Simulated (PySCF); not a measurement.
# C6H4F2: NMR shifts, spin-spin couplings and core binding energies in gas and solvents, part 2 of 3

PySCF 2.14.0. Atoms count from 0.

## (7) NMR shieldings: WP04/pcSseg-2 in chloroform

Job settings and geometry (Å):

```
{"job": {"kind": "nmr", "xc": "WP04", "basis": "pcSseg-2", "pop": false, "solvent": "chloroform"}, "charge": 0, "multiplicity": 1}
F     -2.016235    -0.111514     1.790330
C     -1.015055    -0.057588     0.902218
C     -0.270468    -1.196003     0.662018
C      0.766066    -1.139391    -0.257202
C      1.021158     0.053852    -0.904682
F      2.022712     0.106472    -1.792453
C      0.277067     1.192731    -0.665469
C     -0.758832     1.135177     0.254388
H     -0.503773    -2.111361     1.190707
H      1.373468    -2.008776    -0.474357
H      0.509794     2.107959    -1.194766
H     -1.366180     2.004597     0.471360
```

Method: GIAO WP04/pcSseg-2 NMR shielding, non-relativistic, IEF-PCM chloroform.

What it wrote:

```text
coarse grid: 11168 points
cycle   1  E = -439.7099941365  dE =  1.322e+00  |g| = 1.031e+00  |ddm| = 3.684e+00
cycle   2  E = -439.5494659523  dE =  1.605e-01  |g| = 1.478e+00  |ddm| = 2.043e+00
cycle   3  E = -439.8650928141  dE = -3.156e-01  |g| = 1.856e-01  |ddm| = 1.343e+00
cycle   4  E = -439.8717809714  dE = -6.688e-03  |g| = 4.613e-02  |ddm| = 1.637e-01
cycle   5  E = -439.8722350860  dE = -4.541e-04  |g| = 1.463e-02  |ddm| = 3.739e-02
cycle   6  E = -439.8722783442  dE = -4.326e-05  |g| = 5.044e-03  |ddm| = 1.404e-02
cycle   7  E = -439.8722836482  dE = -5.304e-06  |g| = 3.307e-04  |ddm| = 3.499e-03
final grid: 111944 points
cycle   8  E = -439.8763913599  dE = -1.606e-04  |g| = 8.954e-03  |ddm| = 7.874e-02
cycle   9  E = -439.8763725867  dE =  1.877e-05  |g| = 1.385e-02  |ddm| = 1.540e-02
cycle  10  E = -439.8764077287  dE = -3.514e-05  |g| = 1.534e-03  |ddm| = 8.621e-03
cycle  11  E = -439.8764080884  dE = -3.597e-07  |g| = 3.717e-04  |ddm| = 1.785e-03
cycle  12  E = -439.8764081158  dE = -2.741e-08  |g| = 5.792e-05  |ddm| = 2.890e-04
cycle  13  E = -439.8764081164  dE = -6.003e-10  |g| = 1.484e-05  |ddm| = 4.987e-05
converged SCF energy = -439.8764081164

GIAO shielding tensors (ppm)
atom      isotropic    diamagn.    paramagn.     s11        s22        s33       span
  0 F      305.874     472.354    -166.480    230.570    319.472    367.581    137.010
  1 C        0.930     255.003    -254.073    -84.577     19.167     68.202    152.779
  2 C       48.189     254.727    -206.538    -38.038     26.777    155.828    193.866
  3 C       48.206     254.722    -206.517    -38.181     27.044    155.753    193.934
  4 C        0.904     254.978    -254.075    -84.567     19.081     68.197    152.763
  5 F      305.686     472.362    -166.676    230.193    319.377    367.489    137.297
  6 C       48.315     254.736    -206.420    -37.947     27.056    155.837    193.784
  7 C       48.208     254.719    -206.511    -38.009     26.798    155.834    193.843
  8 H       24.636      30.126      -5.490     21.418     24.718     27.771      6.353
  9 H       24.630      30.117      -5.487     21.414     24.704     27.772      6.357
 10 H       24.630      30.120      -5.490     21.416     24.715     27.760      6.345
 11 H       24.638      30.135      -5.497     21.416     24.723     27.777      6.361
```

Wall time 45 s (2 threads of AMD EPYC 7R43, shared host); peak memory 2.5 GiB.

In short: δ C1 174.2, C2 126.9, F0 -126.8, H8 7.24 ppm (means over like atoms).

## (8) NMR shieldings: wB97X-D/pcSseg-2 in chloroform

The job, as its differences from that of step 7:

```diff
@@ -1,2 +1,2 @@
-{"job": {"kind": "nmr", "xc": "WP04", "basis": "pcSseg-2", "pop": false, "solvent": "chloroform"}, "charge": 0, "multiplicity": 1}
+{"job": {"kind": "nmr", "xc": "wB97X-D", "basis": "pcSseg-2", "pop": false, "solvent": "chloroform"}, "charge": 0, "multiplicity": 1}
 F     -2.016235    -0.111514     1.790330
```

With the program's defaults for keys left out, this is: GIAO wB97X-D/pcSseg-2 NMR shielding, non-relativistic, IEF-PCM chloroform.

What it wrote:

```text
coarse grid: 11168 points
cycle   1  E = -430.6757965531  dE =  1.754e+00  |g| = 6.625e-01  |ddm| = 3.320e+00
cycle   2  E = -430.6819711604  dE = -6.175e-03  |g| = 7.062e-01  |ddm| = 8.726e-01
cycle   3  E = -430.7503875305  dE = -6.842e-02  |g| = 6.462e-02  |ddm| = 4.511e-01
cycle   4  E = -430.7510358287  dE = -6.483e-04  |g| = 2.648e-02  |ddm| = 4.847e-02
cycle   5  E = -430.7511812535  dE = -1.454e-04  |g| = 7.689e-03  |ddm| = 3.213e-02
cycle   6  E = -430.7511944351  dE = -1.318e-05  |g| = 1.148e-03  |ddm| = 6.506e-03
cycle   7  E = -430.7511949406  dE = -5.055e-07  |g| = 4.448e-04  |ddm| = 1.914e-03
final grid: 111944 points
cycle   8  E = -430.7551855842  dE = -2.418e-04  |g| = 1.171e-02  |ddm| = 6.166e-02
cycle   9  E = -430.7551802453  dE =  5.339e-06  |g| = 1.375e-02  |ddm| = 1.664e-02
cycle  10  E = -430.7552066499  dE = -2.640e-05  |g| = 4.840e-04  |ddm| = 7.427e-03
cycle  11  E = -430.7552066952  dE = -4.526e-08  |g| = 3.143e-04  |ddm| = 1.157e-03
cycle  12  E = -430.7552067173  dE = -2.213e-08  |g| = 4.716e-05  |ddm| = 2.976e-04
cycle  13  E = -430.7552067181  dE = -7.758e-10  |g| = 1.957e-05  |ddm| = 1.109e-04
converged SCF energy = -430.7552067181

GIAO shielding tensors (ppm)
atom      isotropic    diamagn.    paramagn.     s11        s22        s33       span
  0 F      310.240     469.073    -158.833    236.856    318.333    375.533    138.677
  1 C       13.184     251.912    -238.728    -78.098     34.718     82.931    161.029
  2 C       58.667     253.493    -194.825    -29.473     37.727    167.748    197.222
  3 C       58.680     253.463    -194.783    -29.605     37.988    167.658    197.263
  4 C       13.153     251.892    -238.739    -78.090     34.630     82.920    161.011
  5 F      310.030     469.087    -159.056    236.442    318.241    375.408    138.966
  6 C       58.797     253.491    -194.694    -29.377     38.008    167.759    197.136
  7 C       58.686     253.474    -194.788    -29.433     37.745    167.746    197.179
  8 H       24.109      30.517      -6.407     20.907     24.283     27.138      6.231
  9 H       24.103      30.508      -6.405     20.902     24.269     27.138      6.236
 10 H       24.104      30.509      -6.405     20.904     24.281     27.127      6.223
 11 H       24.112      30.523      -6.411     20.904     24.288     27.144      6.240
```

Wall time 55 s (2 threads of AMD EPYC 7R43, shared host); peak memory 2.3 GiB.

This run: δ C1 173.9, C2 128.4, F0 -123.0, H8 7.51 ppm (means over like atoms).

## (9) J couplings: B3LYP/pcJ-2

The job, as its differences from that of step 8:

```diff
@@ -1,2 +1,2 @@
-{"job": {"kind": "nmr", "xc": "wB97X-D", "basis": "pcSseg-2", "pop": false, "solvent": "chloroform"}, "charge": 0, "multiplicity": 1}
+{"job": {"kind": "j", "xc": "B3LYP", "basis": "pcJ-2", "full": false}, "charge": 0, "multiplicity": 1}
 F     -2.016235    -0.111514     1.790330
```

Level: B3LYP/pcJ-2 indirect spin-spin coupling, non-relativistic, gas phase.

What it wrote:

```text
coarse grid: 11168 points
cycle   1  E = -430.8415002165  dE =  1.404e+00  |g| = 6.767e-01  |ddm| = 2.670e+00
cycle   2  E = -430.7875353645  dE =  5.396e-02  |g| = 9.268e-01  |ddm| = 8.133e-01
cycle   3  E = -430.9142517905  dE = -1.267e-01  |g| = 1.063e-01  |ddm| = 4.733e-01
cycle   4  E = -430.9159311109  dE = -1.679e-03  |g| = 4.721e-02  |ddm| = 7.305e-02
cycle   5  E = -430.9164003660  dE = -4.693e-04  |g| = 1.023e-02  |ddm| = 2.965e-02
cycle   6  E = -430.9164195507  dE = -1.918e-05  |g| = 3.844e-03  |ddm| = 8.243e-03
cycle   7  E = -430.9164226087  dE = -3.058e-06  |g| = 1.594e-04  |ddm| = 2.322e-03
final grid: 111944 points
cycle   8  E = -430.9149368057  dE = -1.853e-04  |g| = 7.732e-03  |ddm| = 6.056e-02
cycle   9  E = -430.9149241089  dE =  1.270e-05  |g| = 1.141e-02  |ddm| = 8.591e-03
cycle  10  E = -430.9149470387  dE = -2.293e-05  |g| = 1.325e-03  |ddm| = 5.911e-03
cycle  11  E = -430.9149472480  dE = -2.093e-07  |g| = 4.679e-04  |ddm| = 1.001e-03
cycle  12  E = -430.9149472945  dE = -4.653e-08  |g| = 5.345e-05  |ddm| = 3.004e-04
cycle  13  E = -430.9149472950  dE = -5.159e-10  |g| = 1.046e-05  |ddm| = 2.861e-05
converged SCF energy = -430.9149472950

Indirect spin-spin couplings (Hz)
  i      j    bonds     total        FC       PSO       DSO        SD
  0 F    1 C    1   -308.246  -309.315    -5.934     0.873     6.131
  0 F    2 C    2     22.803    34.286   -15.593    -0.134     4.244
  0 F    3 C    3      6.344     8.772     0.040    -0.338    -2.130
  0 F    4 C    4      4.663     0.724    -1.677    -0.241     5.857
  0 F    5 F    5     22.672     8.476    -1.774    -1.102    17.072
  0 F    6 C    3      6.370     8.791     0.044    -0.338    -2.126
  0 F    7 C    2     22.929    34.394   -15.579    -0.134     4.247
  0 F    8 H    3      8.671    12.014    -2.312    -0.093    -0.938
  0 F    9 H    4      3.868     4.211     1.236    -1.389    -0.191
  0 F   10 H    4      3.844     4.186     1.237    -1.388    -0.191
  0 F   11 H    3      8.738    12.082    -2.314    -0.091    -0.939
  1 C    2 C    1     74.198    80.795    -6.919     0.322         -
  1 C    3 C    2      2.624     2.648    -0.064     0.040         -
  1 C    4 C    3      9.165     8.485     0.600     0.080         -
  1 C    5 F    4      4.653     0.717    -1.683    -0.241     5.860
  1 C    6 C    2      2.621     2.646    -0.064     0.039         -
  1 C    7 C    1     74.265    80.866    -6.922     0.322         -
  1 C    8 H    2     -5.074    -3.933    -0.974    -0.167         -
  1 C    9 H    3     11.206    11.261     0.344    -0.399         -
  1 C   10 H    3     11.177    11.232     0.344    -0.399         -
  1 C   11 H    2     -5.084    -3.942    -0.975    -0.167         -
  2 C    3 C    1     61.246    68.015    -7.023     0.254         -
  2 C    4 C    2      2.597     2.621    -0.064     0.040         -
  2 C    5 F    3      6.465     8.865     0.062    -0.338    -2.124
  2 C    6 C    3      2.648     2.694    -0.052     0.006         -
  2 C    7 C    2      7.829     7.747     0.089    -0.007         -
  2 C    8 H    1    169.576   168.312     0.310     0.955         -
  2 C    9 H    2      0.263     1.417    -0.858    -0.296         -
  2 C   10 H    4     -1.154    -1.107     0.383    -0.430         -
  2 C   11 H    3      5.380     5.395     0.497    -0.511         -
  3 C    4 C    1     74.188    80.789    -6.923     0.322         -
  3 C    5 F    2     23.128    34.586   -15.567    -0.133     4.242
  3 C    6 C    2      7.835     7.754     0.088    -0.007         -
  3 C    7 C    3      2.666     2.711    -0.052     0.007         -
  3 C    8 H    2      0.238     1.392    -0.858    -0.296         -
  3 C    9 H    1    169.892   168.629     0.307     0.955         -
  3 C   10 H    3      5.382     5.396     0.497    -0.511         -
  3 C   11 H    4     -1.146    -1.099     0.383    -0.430         -
  4 C    5 F    1   -308.069  -309.141    -5.949     0.873     6.149
  4 C    6 C    1     74.202    80.798    -6.918     0.322         -
  4 C    7 C    2      2.606     2.629    -0.064     0.040         -
  4 C    8 H    3     11.177    11.232     0.344    -0.399         -
  4 C    9 H    2     -5.039    -3.897    -0.975    -0.167         -
  4 C   10 H    2     -5.033    -3.893    -0.973    -0.168         -
  4 C   11 H    3     11.215    11.270     0.344    -0.399         -
  5 F    6 C    2     22.715    34.208   -15.608    -0.135     4.249
  5 F    7 C    3      6.367     8.795     0.041    -0.338    -2.131
  5 F    8 H    4      3.868     4.206     1.242    -1.389    -0.192
  5 F    9 H    3      8.772    12.120    -2.319    -0.089    -0.941
  5 F   10 H    3      8.609    11.955    -2.314    -0.095    -0.937
  5 F   11 H    4      3.888     4.232     1.237    -1.390    -0.191
  6 C    7 C    1     61.284    68.050    -7.020     0.254         -
  6 C    8 H    4     -1.150    -1.103     0.383    -0.431         -
  6 C    9 H    3      5.366     5.381     0.497    -0.511         -
  6 C   10 H    1    169.953   168.690     0.308     0.954         -
  6 C   11 H    2      0.222     1.375    -0.858    -0.295         -
  7 C    8 H    3      5.376     5.391     0.497    -0.511         -
  7 C    9 H    4     -1.148    -1.101     0.383    -0.430         -
  7 C   10 H    2      0.274     1.428    -0.857    -0.296         -
  7 C   11 H    1    169.463   168.196     0.311     0.955         -
  8 H    9 H    3     10.735    10.871     0.230    -0.366         -
  8 H   10 H    5      0.268     0.305     1.833    -1.870         -
  8 H   11 H    4      3.382     3.407     1.988    -2.012         -
  9 H   10 H    4      3.371     3.396     1.987    -2.012         -
  9 H   11 H    5      0.268     0.305     1.834    -1.871         -
 10 H   11 H    3     10.744    10.880     0.230    -0.365         -
```

Wall time 1.8 min (2 threads of AMD EPYC 7R43, shared host); peak memory 2.5 GiB.

A choice of the couplings up to four bonds, sorted by the number of bonds, with means over like pairs; isotopes 13C, 19F, 1H:

| pair | bonds | J (Hz) | Fermi contact (Hz) | dihedral (°) | measured size |
| --- | --- | --- | --- | --- | --- |
| F0–C1 | 1 | -308.2 | -309.2 | – | 242.0 |
| C2–H8 | 1 | 169.7 | 168.5 | – | – |
| C1–C2 | 1 | 74.2 | 80.8 | – | – |
| C2–C3 | 1 | 61.3 | 68.0 | – | – |
| F0–C2 | 2 | 22.9 | 34.4 | – | 24.3 |
| C2–C7 | 2 | 7.8 | 7.8 | – | – |
| C1–H8 | 2 | -5.1 | -3.9 | – | – |
| C1–C3 | 2 | 2.6 | 2.6 | – | – |
| C1–H9 | 3 | 11.2 | 11.2 | -180 | – |
| H8–H9 | 3 | 10.7 | 10.9 | 0 | – |
| C1–C4 | 3 | 9.2 | 8.5 | – | – |
| F0–H8 | 3 | 8.7 | 12.0 | 0 | – |
| F0–C3 | 3 | 6.4 | 8.8 | -180 | 8.5 |
| C2–H11 | 3 | 5.4 | 5.4 | 180 | – |
| C2–C6 | 3 | 2.7 | 2.7 | – | – |
| F0–C4 | 4 | 4.7 | 0.7 | – | 3.8 |
| F0–H9 | 4 | 3.9 | 4.2 | – | – |
| H8–H11 | 4 | 3.4 | 3.4 | – | – |
| C2–H10 | 4 | -1.1 | -1.1 | – | – |

Measured values: liquid or solution; F. J. Weigert, PhD thesis, Caltech 1968 (Carbon-13 magnetic resonance spectroscopy).

The spin-dipole term was solved for some atoms only; pairs without it lack that part.

Shifts (PBE0/pcSseg-2, unscaled) and these couplings together give the proton spectrum at 300 MHz below.

1H NMR δ 7.28 (m, 4H).

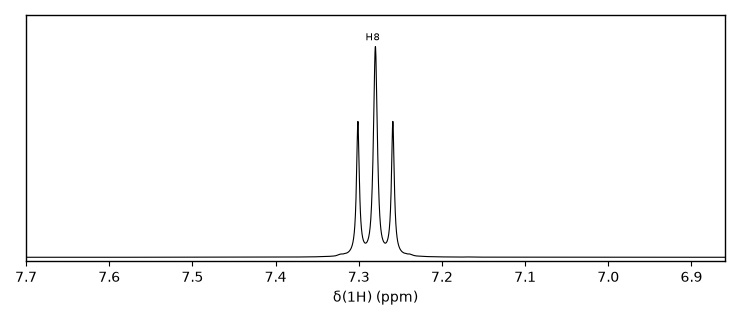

Simulated proton spectrum at 300 MHz, by exact diagonalisation of each spin system; lines 1.2 Hz wide, exchangeable protons uncoupled.

## (10) J couplings: PBE0/pcJ-2

The job, as its differences from that of step 9:

```diff
@@ -1,2 +1,2 @@
-{"job": {"kind": "j", "xc": "B3LYP", "basis": "pcJ-2", "full": false}, "charge": 0, "multiplicity": 1}
+{"job": {"kind": "j", "xc": "PBE0", "basis": "pcJ-2", "full": false}, "charge": 0, "multiplicity": 1}
 F     -2.016235    -0.111514     1.790330
```

Method: PBE0/pcJ-2 indirect spin-spin coupling, non-relativistic, gas phase.

What it wrote:

```text
coarse grid: 11168 points
cycle   1  E = -430.3857442399  dE =  1.472e+00  |g| = 6.216e-01  |ddm| = 2.659e+00
cycle   2  E = -430.3541866116  dE =  3.156e-02  |g| = 7.970e-01  |ddm| = 6.897e-01
cycle   3  E = -430.4475961838  dE = -9.341e-02  |g| = 8.874e-02  |ddm| = 3.944e-01
cycle   4  E = -430.4487444766  dE = -1.148e-03  |g| = 4.005e-02  |ddm| = 5.996e-02
cycle   5  E = -430.4490833156  dE = -3.388e-04  |g| = 8.353e-03  |ddm| = 2.481e-02
cycle   6  E = -430.4490960548  dE = -1.274e-05  |g| = 3.101e-03  |ddm| = 6.516e-03
cycle   7  E = -430.4490980345  dE = -1.980e-06  |g| = 2.081e-04  |ddm| = 1.887e-03
final grid: 111944 points
cycle   8  E = -430.4437100432  dE = -1.934e-04  |g| = 8.416e-03  |ddm| = 5.467e-02
cycle   9  E = -430.4437003878  dE =  9.655e-06  |g| = 1.104e-02  |ddm| = 9.801e-03
cycle  10  E = -430.4437236449  dE = -2.326e-05  |g| = 1.626e-03  |ddm| = 5.982e-03
cycle  11  E = -430.4437239649  dE = -3.200e-07  |g| = 5.072e-04  |ddm| = 1.093e-03
cycle  12  E = -430.4437240114  dE = -4.651e-08  |g| = 6.196e-05  |ddm| = 3.014e-04
cycle  13  E = -430.4437240121  dE = -6.852e-10  |g| = 1.142e-05  |ddm| = 3.278e-05
converged SCF energy = -430.4437240121

Indirect spin-spin couplings (Hz)
  i      j    bonds     total        FC       PSO       DSO        SD
  0 F    1 C    1   -303.640  -303.368    -6.192     0.872     5.049
  0 F    2 C    2     23.989    34.822   -15.453    -0.134     4.754
  0 F    3 C    3      4.814     7.878     0.010    -0.338    -2.736
  0 F    4 C    4      5.781     1.242    -1.618    -0.241     6.397
  0 F    5 F    5     25.477     9.105    -1.184    -1.102    18.659
  0 F    6 C    3      4.841     7.898     0.014    -0.338    -2.732
  0 F    7 C    2     24.111    34.926   -15.439    -0.133     4.757
  0 F    8 H    3      6.633     9.941    -2.320    -0.095    -0.894
  0 F    9 H    4      4.061     4.490     1.216    -1.388    -0.257
  0 F   10 H    4      4.037     4.465     1.217    -1.388    -0.257
  0 F   11 H    3      6.691     9.999    -2.321    -0.093    -0.894
  1 C    2 C    1     71.872    78.255    -6.707     0.324         -
  1 C    3 C    2      1.365     1.393    -0.068     0.040         -
  1 C    4 C    3      9.942     9.266     0.596     0.079         -
  1 C    5 F    4      5.769     1.234    -1.623    -0.241     6.399
  1 C    6 C    2      1.362     1.391    -0.068     0.040         -
  1 C    7 C    1     71.940    78.326    -6.710     0.324         -
  1 C    8 H    2     -6.157    -5.029    -0.963    -0.164         -
  1 C    9 H    3     11.364    11.419     0.343    -0.398         -
  1 C   10 H    3     11.336    11.391     0.343    -0.398         -
  1 C   11 H    2     -6.167    -5.038    -0.964    -0.164         -
  2 C    3 C    1     58.805    65.368    -6.819     0.256         -
  2 C    4 C    2      1.337     1.366    -0.068     0.040         -
  2 C    5 F    3      4.936     7.971     0.033    -0.338    -2.730
  2 C    6 C    3      3.126     3.169    -0.050     0.006         -
  2 C    7 C    2      6.876     6.798     0.085    -0.007         -
  2 C    8 H    1    160.329   159.155     0.208     0.965         -
  2 C    9 H    2     -0.982     0.166    -0.855    -0.293         -
  2 C   10 H    4     -1.471    -1.426     0.385    -0.430         -
  2 C   11 H    3      5.592     5.606     0.496    -0.510         -
  3 C    4 C    1     71.865    78.251    -6.710     0.324         -
  3 C    5 F    2     24.302    35.110   -15.428    -0.132     4.752
  3 C    6 C    2      6.882     6.806     0.083    -0.007         -
  3 C    7 C    3      3.143     3.185    -0.049     0.007         -
  3 C    8 H    2     -1.005     0.143    -0.854    -0.293         -
  3 C    9 H    1    160.626   159.454     0.206     0.966         -
  3 C   10 H    3      5.594     5.608     0.496    -0.510         -
  3 C   11 H    4     -1.463    -1.418     0.385    -0.430         -
  4 C    5 F    1   -303.463  -303.194    -6.208     0.872     5.067
  4 C    6 C    1     71.876    78.257    -6.706     0.324         -
  4 C    7 C    2      1.345     1.373    -0.068     0.040         -
  4 C    8 H    3     11.334    11.390     0.343    -0.398         -
  4 C    9 H    2     -6.123    -4.995    -0.964    -0.165         -
  4 C   10 H    2     -6.119    -4.992    -0.962    -0.165         -
  4 C   11 H    3     11.372    11.427     0.343    -0.398         -
  5 F    6 C    2     23.902    34.745   -15.468    -0.134     4.759
  5 F    7 C    3      4.836     7.900     0.011    -0.338    -2.737
  5 F    8 H    4      4.060     4.484     1.222    -1.388    -0.258
  5 F    9 H    3      6.721    10.034    -2.326    -0.091    -0.896
  5 F   10 H    3      6.576     9.887    -2.322    -0.097    -0.892
  5 F   11 H    4      4.080     4.510     1.217    -1.389    -0.257
  6 C    7 C    1     58.841    65.400    -6.815     0.256         -
  6 C    8 H    4     -1.467    -1.422     0.385    -0.430         -
  6 C    9 H    3      5.579     5.593     0.496    -0.510         -
  6 C   10 H    1    160.684   159.512     0.207     0.965         -
  6 C   11 H    2     -1.021     0.126    -0.855    -0.293         -
  7 C    8 H    3      5.588     5.603     0.496    -0.510         -
  7 C    9 H    4     -1.465    -1.420     0.385    -0.430         -
  7 C   10 H    2     -0.971     0.177    -0.854    -0.294         -
  7 C   11 H    1    160.222   159.047     0.210     0.966         -
  8 H    9 H    3     10.390    10.529     0.227    -0.366         -
  8 H   10 H    5      0.477     0.513     1.833    -1.869         -
  8 H   11 H    4      3.107     3.130     1.988    -2.011         -
  9 H   10 H    4      3.096     3.119     1.987    -2.010         -
  9 H   11 H    5      0.477     0.513     1.833    -1.869         -
 10 H   11 H    3     10.398    10.537     0.227    -0.366         -
```

Run time: 1.7 min. Hardware: 2 threads of AMD EPYC 7R43, shared host; peak memory 2.5 GiB.

Key values: J(F0,C1) -303.6 Hz, J(C2,H8) 160.5 Hz, J(C1,C2) 71.9 Hz (means over like pairs).

[end of part 2 of 3]
